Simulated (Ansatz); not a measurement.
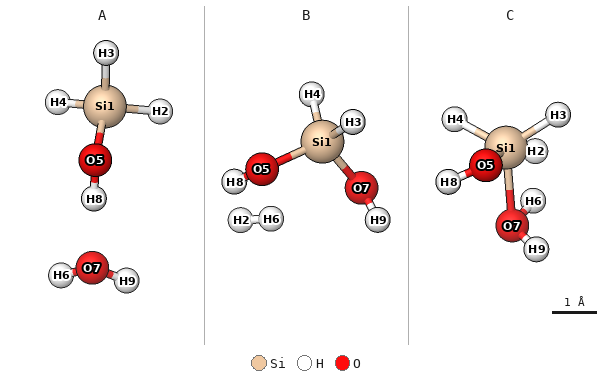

Three geometries of SiH₆O₂: a saddle point and the two minima that it joins, in shuffled order. Style: ball-and-stick. Shown from a free direction. Sticks join atoms that are closer than about 1.2 times the sum of their covalent radii (a little more with hydrogen).

Stationary points at PBE0-D4/def2-TZVP, single-point energies with wB97M-V, r2SCAN-D4, r2SCAN0-D4, PBE-QIDH (def2-TZVPP where no basis is named; Ansatz 0.2.0). The energies are electronic, without zero-point or thermal terms, and both ends are the minima reached downhill from the saddle, with any fragments still in contact.

**Identify the saddle point and describe the reaction.**

Frame C is the saddle point. Counted by bonded pieces, A holds H₂O + SiH₄O and B holds H₂ + SiH₄O₂. From A over the saddle to B, bonds form: Si1–O7 (3.76 → 1.89 → 1.64 Å), H2–H6 (4.45 → 1.18 → 0.75 Å). Bonds break: Si1–H2 (1.49 → 1.73 → 3.81 Å), H6–O7 (0.96 → 1.10 → 2.77 Å). The saddle has one imaginary mode, 1064i cm⁻¹. With wB97M-V the barrier is 38.3 kcal/mol from A and 55.0 kcal/mol from B, and B lies 16.8 kcal/mol below A.

```
     level  barrier from A (kcal/mol)  barrier from B (kcal/mol)  B less A (kcal/mol)
   wB97M-V                       38.3                       55.0                −16.8
 r2SCAN-D4                       35.5                       52.7                −17.2
r2SCAN0-D4                       37.8                       54.5                −16.8
  PBE-QIDH                       39.4                       55.3                −15.9
```
